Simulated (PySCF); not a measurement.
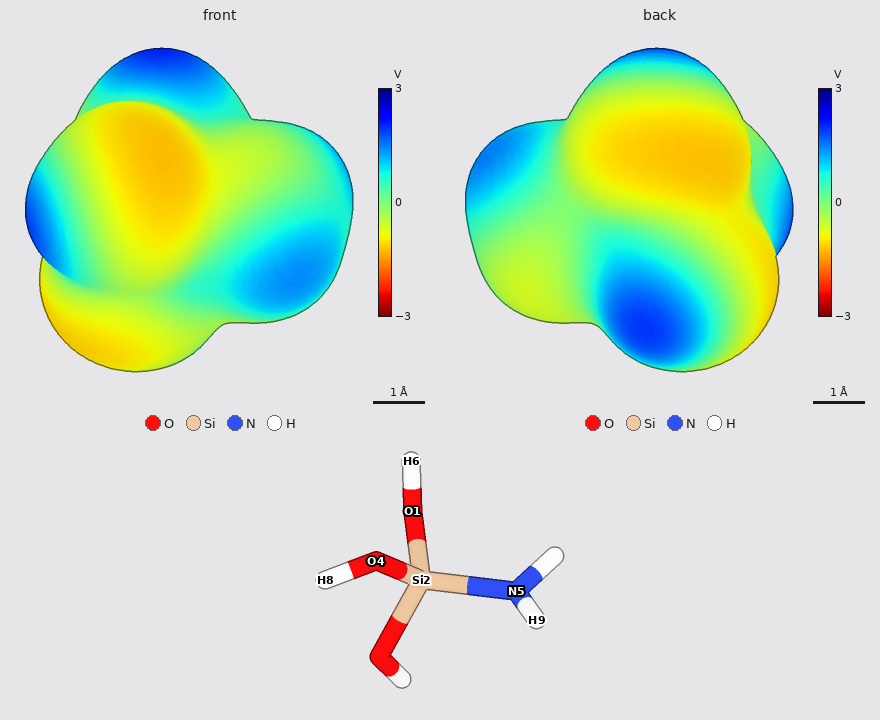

H$_{5}$NO$_{3}$Si. The electrostatic potential painted on the density surface at 0.001 e/bohr³, seen from the front and from behind; red is negative and blue positive. The bare structure is drawn below in the same view.

Geometry: PBE0-D3(BJ)/def2-SVP.

Computed with PBE0/pcSseg-2, SCF density, gas phase, non-relativistic in PySCF.

```xyz
10

O    -0.4708   -0.9010   -1.3865
Si    0.1732   -0.0119   -0.1432
O     0.8527    1.3544   -0.7832
O     1.4294   -0.7836    0.6071
N    -1.0853    0.2912    0.9650
H    -0.4805   -1.8516   -1.2460
H     0.2402    1.9790   -1.1804
H     2.2937   -0.5637    0.2457
H    -0.9196    0.6106    1.9101
H    -1.9975   -0.1268    0.8433
```

### Which sites attract a positive test charge, and which a negative one?

A positive charge is drawn to the negative regions and a negative charge to the positive ones. The most negative region (about −1.2 V, or −28 kcal/mol for a unit charge) lies over O1 and O4, the most positive (about +2.0 V, or +46 kcal/mol for a unit charge) over H6 and H7.

### How polar is the molecule by this calculation?

Its dipole moment is 1.21 D.
